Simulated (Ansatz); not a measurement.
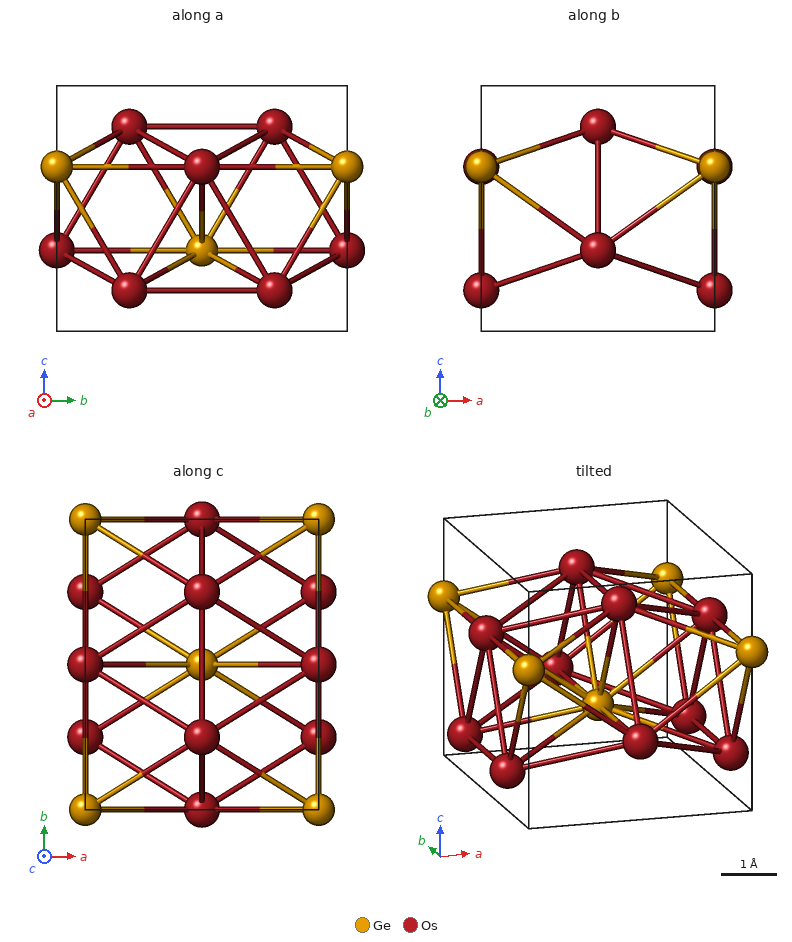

Ball-and-stick representation of a periodic structure, projected along the a axis, along the b axis, along the c axis and slightly off an axis. The conventional unit cell is outlined; an atom on or near a face, edge or corner is repeated at each equivalent position.

Lattice parameters: a = 4.2826 Å, b = 5.3272 Å, c = 4.5067 Å, α = 90.000°, β = 90.000°, γ = 90.000°.

### Reconstruct the structure as a CIF in P1 with every atom of the cell, with free fractional coordinates to two decimals.

```cif
data_structure
_symmetry_space_group_name_H-M 'P 1'
_symmetry_Int_Tables_number 1
_cell_length_a 4.2826
_cell_length_b 5.3272
_cell_length_c 4.5067
_cell_angle_alpha 90.000
_cell_angle_beta 90.000
_cell_angle_gamma 90.000
_cell_volume 102.82
loop_
_atom_site_label
_atom_site_type_symbol
_atom_site_fract_x
_atom_site_fract_y
_atom_site_fract_z
_atom_site_occupancy
Ge1 Ge 0.00 0.00 0.67 1
Ge2 Ge 0.50 0.50 0.33 1
Os1 Os 0.00 0.25 0.17 1
Os2 Os 0.00 0.75 0.17 1
Os3 Os 0.50 0.75 0.83 1
Os4 Os 0.50 0.25 0.83 1
Os5 Os 0.50 0.00 0.33 1
Os6 Os 0.00 0.50 0.67 1
```

Note that this is a generated cell, made by putting these elements into a known structure type (the compound may or may not exist in this form), and that it hasn't been relaxed. Ansatz was used for an electronic-structure calculation on it.

At this level of theory the cell isn't at rest (compressed, at 29 GPa and forces up to 0.8 eV/Å), so its distances can differ from those at equilibrium, the more so the softer the solid.
